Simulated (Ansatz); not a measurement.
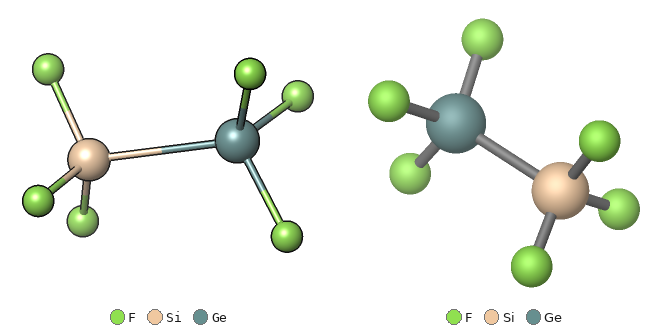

Two views of one molecule.

Identify the structure.

It has 8 atoms: 1 germanium, 1 silicon and 6 fluorine (GeSiF6). As SMILES it reads `F[Si](F)(F)[Ge]([F])([F])[F]`. This geometry has C3v symmetry. Coordination: 1 Si tetrahedral; 1 Ge tetrahedral.

More results for the same structure follow; atom numbers are the same in all pictures, views and colours differ. Computed geometry: PBE0-D4/def2-TZVP optimisation.

Electronic properties

Method: RKS PBE0-D4/def2-QZVPP (Ansatz 0.2.0).

What does the calculation give?

- HOMO energy (Kohn–Sham orbital): −10.67 eV
- LUMO energy (Kohn–Sham orbital): −1.31 eV
- HOMO–LUMO gap: 9.37 eV
- dispersion correction: −18.4 kJ/mol

Vibrations

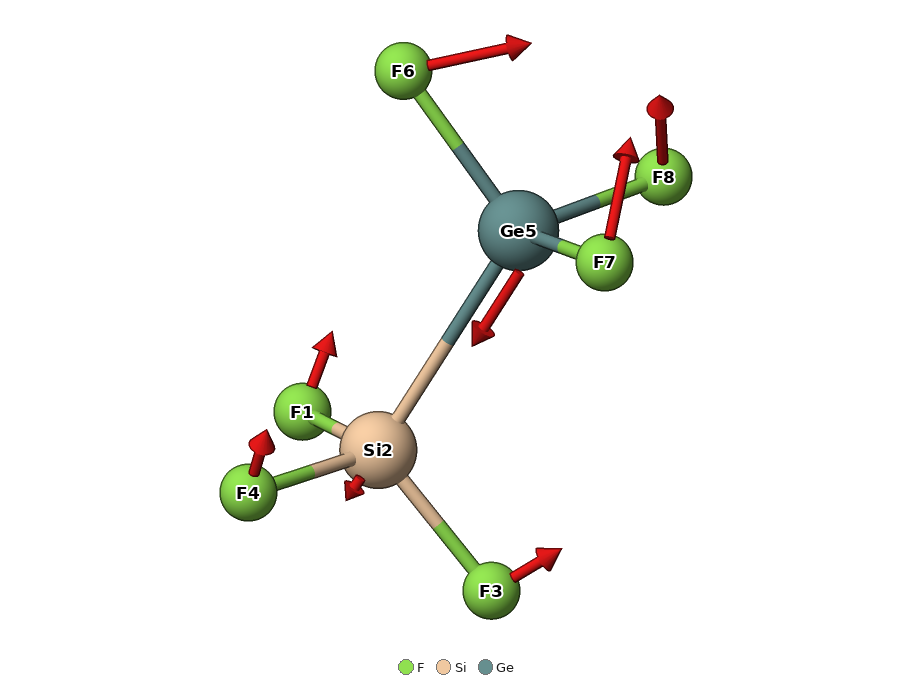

The arrows show one normal mode. Harmonic vibrations computed with RKS PBE0-D4/def2-TZVP (Ansatz 0.2.0) at a stationary point of the same level.

At what wavenumber does it lie?

Answer. 292 cm⁻¹; it is mode 9 of 18 counted from the lowest.

Charges

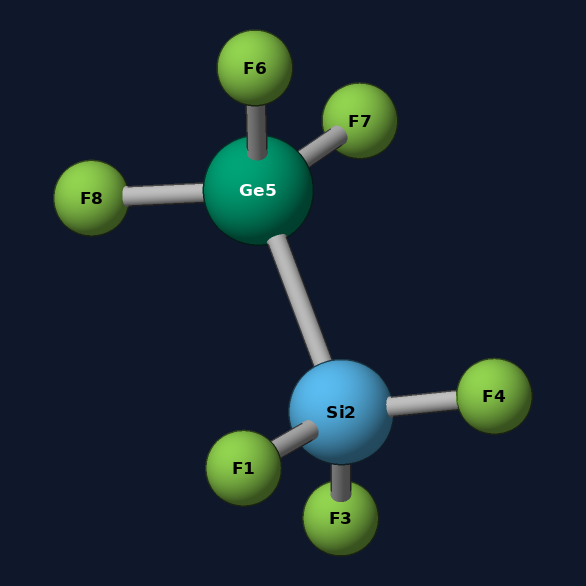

The questions are on Mulliken charges. Level of theory: RKS PBE0-D4/def2-TZVP (Ansatz 0.2.0).

Which atom carries the highest charge (most positive or least negative)?

Answer. Ge5 (0.98 e).

And the lowest?

Answer. F6, F7, F8 (−0.33 e).

List the Mulliken charges.

```tsv
atom	value (e)
F1	−0.25
Si2	0.76
F3	−0.25
F4	−0.25
Ge5	0.98
F6	−0.33
F7	−0.33
F8	−0.33
```

Mulliken values depend strongly on the basis set and can even reverse the polarity of a bond.
